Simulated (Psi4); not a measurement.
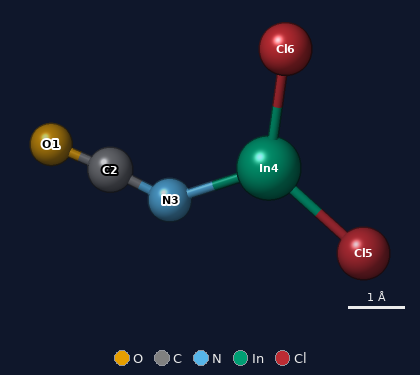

**Figure 1.** The structure as given in the input (ball-and-stick view, seen at a tilt; atoms are numbered from 1 in the order of the input). Sticks mark near contacts.

## Property calculation of CCl₂InNO

CCl₂InNO, computed with PBE0/def2-TZVPP, RKS, dispersion D4, core potentials def2 (Psi4 1.11).

The geometry was optimised with PBE0/def2-TZVP.

The program's output:
```
Psi4 1.11 release

   => Loading Basis Set <=

    Name: DEF2-TZVPP
    Role: ORBITAL
    Keyword: BASIS

    !!!  WARNING: ECP capability is in beta. Please check occupations closely.  !!!

   => PBE0-D4(BJ,EEQ)ATM: Empirical Dispersion <=

        a1 =       0.400856
        a2 =       5.029288
       alp =      16.000000
        s6 =       1.000000
        s8 =       1.200655
        s9 =       1.000000
        ga =       3.000000
        gc =       2.000000
        wf =       6.000000

         ---------------------------------------------------------
                                   SCF
                              RKS Reference
                        2 Threads,   3147 MiB Core
         ---------------------------------------------------------

  ==> Geometry <==

    Molecular point group: c1
    Full point group: C1

    Geometry (in Angstrom), charge = 0, multiplicity = 1:

       Center              X                  Y                   Z               Mass
    ------------   -----------------  -----------------  -----------------  -----------------
         O            1.635760103210    -2.841370466149     1.969429517545    15.994914619570
         C            1.308572103210    -2.159467466149     1.084757517545    12.000000000000
         N            1.014087103210    -1.505101466149     0.113859517545    14.003074004430
         IN          -0.075349896790     0.151199533851    -0.178970482455   114.903878776000
         CL          -0.276181896790     0.930002533851    -2.318127482455    34.968852682000
         CL          -1.079568896790     1.216585533851     1.587536517545    34.968852682000

  Running in c1 symmetry.

  Rotational constants: A =      0.06527  B =      0.03235  C =      0.02163 [cm^-1]
  Rotational constants: A =   1956.86497  B =    969.88852  C =    648.48006 [MHz]
  Nuclear repulsion =  423.802744828778430

  Charge       = 0
  Multiplicity = 1
  Electrons    = 76
  Nalpha       = 38
  Nbeta        = 38

  ==> Algorithm <==

  SCF Algorithm Type is DF.
  DIIS enabled.
  MOM disabled.
  Fractional occupation disabled.
  Guess Type is SAD.
  Energy threshold   = 1.00e-06
  Density threshold  = 1.00e-06
  Integral threshold = 1.00e-12

  ==> Primary Basis <==

  Basis Set: DEF2-TZVPP
    Blend: DEF2-TZVPP
    Number of shells: 77
    Number of basis functions: 227
    Number of Cartesian functions: 263
    Spherical Harmonics?: true
    Max angular momentum: 3

  Core potential: DEF2-TZVPP
    Number of shells: 4
    Number of ECP primitives: 18
    Number of ECP core electrons: 28
    Max angular momentum: 3

  ==> DFT Potential <==

   => LibXC <=

    Version 7.1.2

   => Composite Functional: PBE0-D4BJEEQATM <=

    PBE0-d4bjeeqatm Hyb-GGA Exchange-Correlation Functional

    Deriv               =              1
    GGA                 =           TRUE
    Meta                =          FALSE

    Exchange Hybrid     =           TRUE
    MP2 Hybrid          =          FALSE

   => Exchange Functionals <=

    0.7500   Perdew, Burke & Ernzerhof

   => Exact (HF) Exchange <=

    0.2500               HF

   => Correlation Functionals <=

    1.0000   Perdew, Burke & Ernzerhof

   => LibXC Density Thresholds  <==

    XC_HYB_GGA_XC_PBEH:  1.00E-15

   => Molecular Quadrature <=

    Radial Scheme          =       TREUTLER
    Pruning Scheme         =           NONE
    Nuclear Scheme         =       TREUTLER

    Blocking Scheme        =         OCTREE
    BS radius alpha        =              1
    Pruning alpha          =              1
    Radial Points          =             99
    Spherical Points       =            590
    Total Points           =         335407
    Total Blocks           =           2556
    Max Points             =            256
    Max Functions          =            189
    Weights Tolerance      =       1.00E-15

   => Loading Basis Set <=

    Name: (DEF2-TZVPP AUX)
    Role: JKFIT
    Keyword: DF_BASIS_SCF

  ==> Integral Setup <==

  DFHelper Memory: AOs need 0.246 GiB; user supplied 1.049 GiB.
  SCF_SUBTYPE=INCORE selected. In-core MEM_DF algorithm will be used.
  Using in-core AOs.

  ==> MemDFJK: Density-Fitted J/K Matrices <==

    J tasked:                   Yes
    K tasked:                   Yes
    wK tasked:                   No
    Memory [MiB]:              1074
    Algorithm:                 Core
    Schwarz Cutoff:           1E-12
    Mask sparsity (%):      15.3700
    Fitting Condition:        1E-10

   => Auxiliary Basis Set <=

  Basis Set: (DEF2-TZVPP AUX)
    Blend: DEF2-UNIVERSAL-JKFIT
    Number of shells: 197
    Number of basis functions: 703
    Number of Cartesian functions: 894
    Spherical Harmonics?: true
    Max angular momentum: 5

  Cached 100.0% of DFT collocation blocks in 1.256 [GiB].

  Minimum eigenvalue in the overlap matrix is 1.8431923842E-04.
  Reciprocal condition number of the overlap matrix is 2.9562151287E-05.
    Using symmetric orthogonalization.

  ==> Pre-Iterations <==

  SCF Guess: Superposition of Atomic Densities via on-the-fly atomic UHF (no occupation information).

   -------------------------
    Irrep   Nso     Nmo
   -------------------------
     A        227     227
   -------------------------
    Total     227     227
   -------------------------

  ==> Iterations <==

                           Total Energy        Delta E     RMS |[F,P]|

   @DF-RKS iter SAD: -1277.07907661861441   -1.27708e+03   0.00000e+00
   @DF-RKS iter   1: -1277.95949113131223   -8.80415e-01   4.54416e-03 ADIIS/DIIS
   @DF-RKS iter   2: -1277.37776574803024    5.81725e-01   6.26968e-03 ADIIS/DIIS
   @DF-RKS iter   3: -1278.26144005575588   -8.83674e-01   2.23262e-03 ADIIS/DIIS
   @DF-RKS iter   4: -1278.35934768599827   -9.79076e-02   6.36445e-04 ADIIS/DIIS
   @DF-RKS iter   5: -1278.36459773282945   -5.25005e-03   3.08377e-04 ADIIS/DIIS
   @DF-RKS iter   6: -1278.36634803603920   -1.75030e-03   2.52972e-05 DIIS
   @DF-RKS iter   7: -1278.36636013999305   -1.21040e-05   8.02518e-06 DIIS
   @DF-RKS iter   8: -1278.36636148344724   -1.34345e-06   1.57178e-06 DIIS
   @DF-RKS iter   9: -1278.36636154108578   -5.76385e-08   5.61730e-07 DIIS
  Energy and wave function converged.

  ==> Post-Iterations <==

   Electrons on quadrature grid:
      Ntotal   =   76.0000013782 ; deviation = 1.378e-06

    Orbital Energies [Eh]
    ---------------------

    Doubly Occupied:

       1A   -101.717035     2A   -101.716656     3A    -19.261503
       4A    -14.415987     5A    -10.364635     6A     -9.542903
       7A     -9.542507     8A     -7.274958     9A     -7.274518
      10A     -7.269998    11A     -7.269597    12A     -7.269342
      13A     -7.268991    14A     -4.788231    15A     -3.189788
      16A     -3.180326    17A     -3.178882    18A     -1.148437
      19A     -0.971168    20A     -0.889231    21A     -0.886017
      22A     -0.856415    23A     -0.855341    24A     -0.855153
      25A     -0.819960    26A     -0.810056    27A     -0.560875
      28A     -0.525535    29A     -0.490669    30A     -0.487306
      31A     -0.441597    32A     -0.399130    33A     -0.370033
      34A     -0.359955    35A     -0.355757    36A     -0.351878
      37A     -0.332661    38A     -0.330108

    Virtual:

      39A     -0.102574    40A     -0.069954    41A      0.014885
      42A      0.026353    43A      0.036586    44A      0.050326
      45A      0.074442    46A      0.082088    47A      0.102839
      48A      0.113621    49A      0.137063    50A      0.152203
      51A      0.175920    52A      0.179775    53A      0.200002
      54A      0.230620    55A      0.251338    56A      0.257076
      57A      0.298051    58A      0.307225    59A      0.319108
      60A      0.334659    61A      0.341900    62A      0.367625
      63A      0.371968    64A      0.396889    65A      0.402829
      66A      0.405656    67A      0.406365    68A      0.429664
      69A      0.449419    70A      0.454148    71A      0.461028
      72A      0.476279    73A      0.478092    74A      0.492124
      75A      0.497705    76A      0.523488    77A      0.524582
      78A      0.575282    79A      0.609907    80A      0.623002
      81A      0.624016    82A      0.630629    83A      0.650488
      84A      0.699401    85A      0.733963    86A      0.754599
      87A      0.785131    88A      0.806782    89A      0.832138
      90A      0.838439    91A      0.855174    92A      0.860700
      93A      0.892047    94A      0.908659    95A      0.917854
      96A      0.954898    97A      0.991544    98A      0.997793
      99A      1.024753   100A      1.052611   101A      1.061680
     102A      1.171272   103A      1.206960   104A      1.289945
     105A      1.311502   106A      1.341334   107A      1.371135
     108A      1.418203   109A      1.477478   110A      1.522969
     111A      1.579045   112A      1.597893   113A      1.675858
     114A      1.716671   115A      1.731362   116A      1.748925
     117A      1.765255   118A      1.765440   119A      1.772908
     120A      1.838496   121A      1.846401   122A      1.864452
     123A      1.876169   124A      1.879195   125A      1.908961
     126A      1.968400   127A      1.990119   128A      2.018204
     129A      2.042304   130A      2.044857   131A      2.049241
     132A      2.061558   133A      2.074091   134A      2.078643
     135A      2.080442   136A      2.084854   137A      2.149860
     138A      2.160389   139A      2.177187   140A      2.184459
     141A      2.200563   142A      2.208040   143A      2.228471
     144A      2.238087   145A      2.245660   146A      2.247847
     147A      2.251889   148A      2.275465   149A      2.314963
     150A      2.334928   151A      2.337721   152A      2.369901
     153A      2.383413   154A      2.429341   155A      2.486906
     156A      2.587620   157A      2.607379   158A      2.615094
     159A      2.766373   160A      2.778464   161A      2.811465
     162A      2.823015   163A      2.880314   164A      2.911216
     165A      2.918172   166A      2.978485   167A      2.982632
     168A      3.051288   169A      3.120313   170A      3.215575
     171A      3.339104   172A      3.526729   173A      3.630308
     174A      3.662378   175A      3.727029   176A      3.943563
     177A      3.959764   178A      4.328069   179A      4.387581
     180A      4.441422   181A      4.646470   182A      4.677851
     183A      4.727519   184A      5.013565   185A      5.122592
     186A      5.132952   187A      5.133037   188A      5.371789
     189A      5.458929   190A      5.524236   191A      5.646484
     192A      5.652929   193A      5.781532   194A      6.304629
     195A      6.306602   196A      6.569059   197A      6.597225
     198A      6.846820   199A      6.852700   200A      7.124013
     201A      7.269517   202A      8.052394   203A      8.061045
     204A      8.068445   205A      8.077351   206A      8.132983
     207A      8.141852   208A      8.171967   209A      8.177170
     210A      8.200109   211A      8.202591   212A     10.736562
     213A     10.749980   214A     10.758167   215A     10.785987
     216A     10.927351   217A     10.964850   218A     23.852911
     219A     25.083455   220A     25.203231   221A     32.453594
     222A     38.099786   223A     38.738458   224A     39.087635
     225A     39.211417   226A     44.233550   227A    125.274777

    Final Occupation by Irrep:
              A
    DOCC [    38 ]
    NA   [    38 ]
    NB   [    38 ]

  @DF-RKS Final Energy: -1278.36636154108578

   => Energetics <=

    Nuclear Repulsion Energy =            423.8027448287784296
    One-Electron Energy =               -2678.8768422356556584
    Two-Electron Energy =                1047.7449422975785183
    DFT Exchange-Correlation Energy =     -71.0312160336175680
    Empirical Dispersion Energy =          -0.0059903981695827
    VV10 Nonlocal Energy =                  0.0000000000000000
    Total Energy =                      -1278.3663615410857801

Computation Completed

Properties will be evaluated at   0.000000,   0.000000,   0.000000 [a0]

Properties computed using the SCF density matrix

 Multipole Moments:

 ------------------------------------------------------------------------------------
     Multipole            Electronic (a.u.)      Nuclear  (a.u.)        Total (a.u.)
 ------------------------------------------------------------------------------------

 L = 1.  Multiply by 2.5417464519 to convert [e a0] to [Debye]
 Dipole X            :         -6.5934489            6.4364296           -0.1570194
 Dipole Y            :         12.6755925          -12.3895952            0.2859973
 Dipole Z            :        -13.2544570           13.0061749           -0.2482821
 Magnitude           :                                                    0.4099921

 ------------------------------------------------------------------------------------

	total time  =         46 seconds =       0.77 minutes

Properties will be evaluated at   0.000000,   0.000000,   0.000000 [a0]
OEProp: No title given, name of density matrix used for the following properties is 'SCF density'

 Multipole Moments:

 ------------------------------------------------------------------------------------
     Multipole            Electronic (a.u.)      Nuclear  (a.u.)        Total (a.u.)
 ------------------------------------------------------------------------------------

 L = 1.  Multiply by 2.5417464519 to convert [e a0] to [Debye]
 Dipole X            :         -6.5934489            6.4364296           -0.1570194
 Dipole Y            :         12.6755925          -12.3895952            0.2859973
 Dipole Z            :        -13.2544570           13.0061749           -0.2482821
 Magnitude           :                                                    0.4099921

 ------------------------------------------------------------------------------------
  Mulliken Charges: (a.u.)
   Center  Symbol    Alpha    Beta     Spin     Total
       1     O     4.10898  4.10898  0.00000 -0.21797
       2     C     2.86699  2.86699  0.00000  0.26603
       3     N     3.68348  3.68348  0.00000 -0.36696
       4    IN    10.01286 10.01286  0.00000  0.97427
       5    CL     8.66391  8.66391  0.00000 -0.32782
       6    CL     8.66378  8.66378  0.00000 -0.32756

   Total alpha = 38.00000, Total beta = 38.00000, Total charge =  0.00000

  Lowdin Charges: (a.u.)
   Center  Symbol    Alpha    Beta     Spin     Total
       1     O     3.90174  3.90174  0.00000  0.19652
       2     C     3.18757  3.18757  0.00000 -0.37513
       3     N     3.52274  3.52274  0.00000 -0.04547
       4    IN    10.52255 10.52255  0.00000 -0.04510
       5    CL     8.43044  8.43044  0.00000  0.13912
       6    CL     8.43496  8.43496  0.00000  0.13008

  Total alpha = 38.00000, Total beta = 38.00000, Total charge =  0.00000

  Wiberg Bond Indices using Orthogonal Lowdin Orbitals:

  Irrep: 1 Size: 6 x 6

                 1                   2                   3                   4                   5

    1     0.00000000000000     2.85423668625575     0.29100017248731     0.05829032900281     0.00288276872182
    2     2.85423668625575     0.00000000000000     2.55773510994532     0.28332737215644     0.00828962716436
    3     0.29100017248731     2.55773510994532     0.00000000000000     1.12009398206470     0.03938710476106
    4     0.05829032900281     0.28332737215644     1.12009398206470     0.00000000000000     1.80317669953589
    5     0.00288276872182     0.00828962716436     0.03938710476106     1.80317669953589     0.00000000000000
    6     0.00611785500904     0.01696072321137     0.03920433807416     1.78663590861528     0.05126761382291

                 6

    1     0.00611785500904
    2     0.01696072321137
    3     0.03920433807416
    4     1.78663590861528
    5     0.05126761382291
    6     0.00000000000000

  Atomic Valences:

 #  #
 Irrep: 1
      1:    3.212527811476745
      2:    5.720549518733247
      3:    4.047420707332555
      4:    5.051524291375125
      5:    1.905003814006037
      6:    1.900186438732765
```

Standard output:
```
pbe0-d4/def2-TZVPP energy: -1278.3663615411 Eh
```

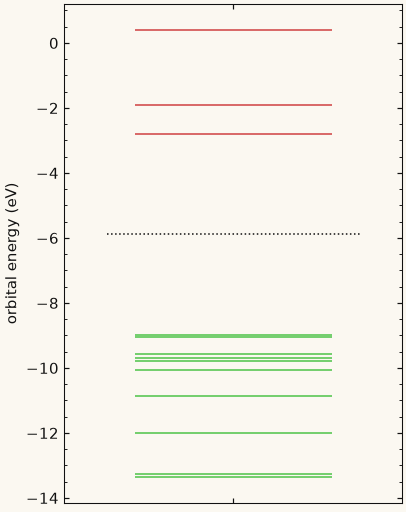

**Figure 2.** Orbital energies near the frontier; the dotted line parts filled from empty levels, and levels within 0.02 eV of each other stand side by side. Highest filled −8.98 eV, lowest empty −2.79 eV, 6.19 eV apart.

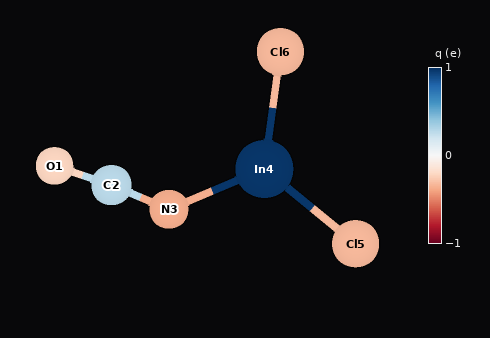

**Figure 3.** Mulliken charges, as the colour of each atom (ball-and-stick view, seen on its broad side; atoms are numbered from 1 in the order of the input). By element: O −0.22, C +0.27, N −0.37, In +0.97 and Cl −0.33 e.

The run was set up as follows.

Input file (job.py):
```python
import psi4

psi4.set_memory('3300 MB')
psi4.set_num_threads(2)
psi4.set_output_file('psi4.out', False)

with open('ccl2inno.xyz') as f:
    atoms = ''.join(f.readlines()[2:])
m = psi4.geometry('0 1\n' + atoms + 'symmetry c1')

psi4.set_options({
    'scf_type': 'df',
    'dft_radial_points': 99,
    'dft_spherical_points': 590,
})

e, wfn = psi4.energy("pbe0-d4/def2-TZVPP", return_wfn=True)
psi4.oeprop(wfn, "DIPOLE", "MULLIKEN_CHARGES", "LOWDIN_CHARGES", "WIBERG_LOWDIN_INDICES")
print(f'pbe0-d4/def2-TZVPP energy: {e:.10f} Eh')
```

File ccl2inno.xyz:
```
6
CCl2InNO
O      1.197394    -2.092471     1.612918
C      0.870206    -1.410568     0.728246
N      0.575721    -0.756202    -0.242652
In    -0.513716     0.900099    -0.535482
Cl    -0.714548     1.678902    -2.674639
Cl    -1.517935     1.965485     1.231025
```

Launched with:
```bash
python job.py
```

Summary:

| quantity | value |
| --- | --- |
| outcome | converged |
| total energy | −1278.366362 hartree |
| dispersion energy | −0.005990 hartree |
| basis functions | 227 |
| HOMO | −8.98 eV |
| LUMO | −2.79 eV |
| dipole moment | 1.04 D |
| hardware | 2 threads of Intel Xeon @ 2.50GHz (Skylake/Cascade Lake), 189 GiB of memory available, shared host |
| wall time | 49 s (CPU time 95 s) |
| peak memory | 1.8 GiB |
